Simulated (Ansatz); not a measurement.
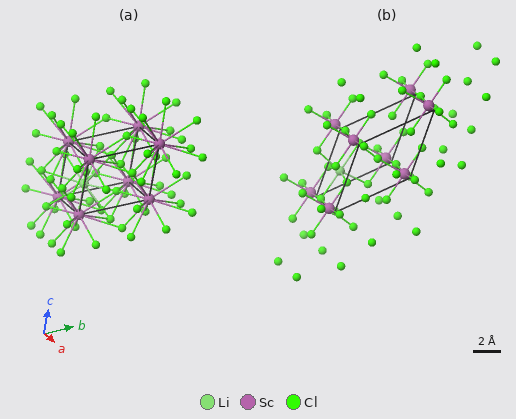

The structure of crystalline LiScCl₄ (built on the NdInCu4-216 type type) before (left) and after (right) a relaxation, at one scale.

Style: ball-and-stick. Shown: the cell of the calculation, reduced to other axes, slightly off an axis. Lengths and directions refer to the drawn axes.

Case: shaken.

Theory: Ansatz, DFT, PBEsol, plane waves, PAW.

The input:
```yaml
crystal:
  lattice:
    - [0.0313300235, 4.0778497016, 4.0153902552]
    - [4.104838296, -0.0615506482, 4.1082709269]
    - [4.0892975879, 4.1551896652, -0.0460099402]
  atoms:
    - { symbol: Li, position: [0.249543705, 0.2403099784, 0.2652947683] }
    - { symbol: Sc, position: [-0.0003377975, 0.0014782429, 0.0053255601] }
    - { symbol: Cl, position: [0.6142003148, 0.6238589819, 0.6349071597] }
    - { symbol: Cl, position: [0.6262378745, 0.6287819445, 0.1126613815] }
    - { symbol: Cl, position: [0.61722315, 0.1329985725, 0.6298563081] }
    - { symbol: Cl, position: [0.1235007322, 0.6312959018, 0.6129138224] }
kpoints:
  mp_grid: { grid: [4, 4, 4] }
hamiltonian:
  xc: pbesol
scf:
  occupations: { method: fermi_dirac, width: 0.05 }
relax:
  f_tol: 0.01
  cell: {}
  max_steps: 120
output:
  write_density: true
  write_potential: true
  elf: true
  volumetric_format: npy
```

Run as
```bash
ansatz run input.yaml --threads 2 --pin off --max-ram 2211MiB --backend cpu --events-out ev --progress --plain --runs-dir out
```

**What changed between the two?**

The largest moves relative to the cell, 1.92 Å, are those of Cl3 and Cl4. Cl3 goes along [0 1 3]. Largest moves by element: Cl 1.92 Å, Li 0.62 Å, Sc 0.58 Å. Cell: a 5.723 → 5.004 Å (−12.6 %), b 5.742 → 6.527 Å (+13.7 %), c 5.808 → 6.527 Å (+12.4 %), α 61.7° → 45.1°, β 60.5° → 67.5°, γ 61.1° → 67.5°. Volume −0.7 %. Among the contacts that change: Li1–Cl3 3.398 → 6.337 Å, Li1–Cl4 3.409 → 6.337 Å, Sc2–Cl5 3.406 → 6.171 Å, Sc2–Cl6 3.459 → 6.171 Å. Bond angles that change, for instance: Cl3–Sc2–Cl4 145.2° → 180.0°, Cl3–Sc2–Cl6 94.6° → 86.4°, Cl4–Sc2–Cl5 93.7° → 86.4°. The space group (tolerance 0.01 Å) goes from P1 (No. 1) to I-4m2 (No. 119). After 28 accepted moves (30 points after the start) the energy has fallen by 10.700 eV per cell of the calculation. The largest force component goes from 0.45 to 0.0031 eV/Å. The pressure goes from −0.41 to 0.01 GPa. The SCF was repeated twice at an unchanged geometry on a basis and grid sized afresh for the cell, which shifted the energy by 33.8 meV per cell of the calculation at most.
